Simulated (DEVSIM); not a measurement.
Structure: W/HfO2/SiO2/p-Si capacitor, at 300 K.

| layer (left to right) | material | thickness (nm) | Na (cm⁻³) |
|---|---|---|---|
| 1 | HfO2 | 14.0 | - |
| 2 | SiO2 | 0.600 | - |
| 3 | Si | 11000 | 2.5e15 |

Metal gate on the left, work function 4.6 eV. Fixed charge at the semiconductor interface 7.3e10 cm⁻² (in units of +e); no interface traps.

Constants are typed, rounded textbook-type inputs, not results; the design itself was drawn at random and stands for no fabricated device. Values at 300 K.

```csv
parameter,HfO2,SiO2,Si
gap (eV),5.7,9,1.124
affinity (eV),2.5,0.9,4.05
permittivity,22,3.9,11.7
Nc (cm⁻³),-,-,2.86e19
Nv (cm⁻³),-,-,3.1e19
```

Simulated with DEVSIM: 1D Poisson equation in equilibrium, Boltzmann statistics, complete ionisation; no quantum confinement or tunnelling. Metal contacts follow the ideal Schottky-Mott rule: no Fermi-level pinning, no interface dipoles.

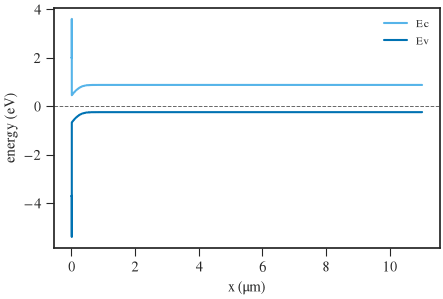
Fig. 1. Band edges at 0.1 V on the gate

Energies count from the Fermi level of the right contact; mesh points crowd at the junctions.

```
x (μm)    Ec (eV)  Ev (eV)  n (cm⁻³)  p (cm⁻³)  field (V/cm)
--------  -------  -------  --------  --------  ------------
0.000       2.000   -3.700     < 1e2     < 1e2          3300
0.001769    2.001   -3.699     < 1e2     < 1e2          3300
0.005574    2.002   -3.698     < 1e2     < 1e2          3300
0.01088     2.004   -3.696     < 1e2     < 1e2          3300
0.01385     2.005   -3.695     < 1e2     < 1e2          3300
0.01447     3.606   -5.394     < 1e2     < 1e2         19000
0.01615     0.459   -0.665    5.7e11     2.0e8         18000
0.02326     0.471   -0.653    3.5e11     3.3e8         17000
0.03880     0.497   -0.627    1.3e11     9.1e8         17000
0.08120     0.564   -0.560     9.5e9    1.2e10         15000
0.1885      0.703   -0.421     4.5e7    2.6e12         11000
0.6480      0.878   -0.246     50000    2.3e15           230
1.709       0.880   -0.244     46000    2.5e15           ≈ 0
4.394       0.880   -0.244     46000    2.5e15           ≈ 0
9.092       0.880   -0.244     46000    2.5e15           ≈ 0
10.30       0.880   -0.244     46000    2.5e15           ≈ 0
10.74       0.880   -0.244     46000    2.5e15           ≈ 0
10.91       0.880   -0.244     46000    2.5e15           ≈ 0
10.99       0.880   -0.244     46000    2.5e15           ≈ 0
11.01       0.880   -0.244     46000    2.5e15           ≈ 0
11.01       0.880   -0.244     46000    2.5e15           ≈ 0
11.02       0.880   -0.244     46000    2.5e15           ≈ 0
```
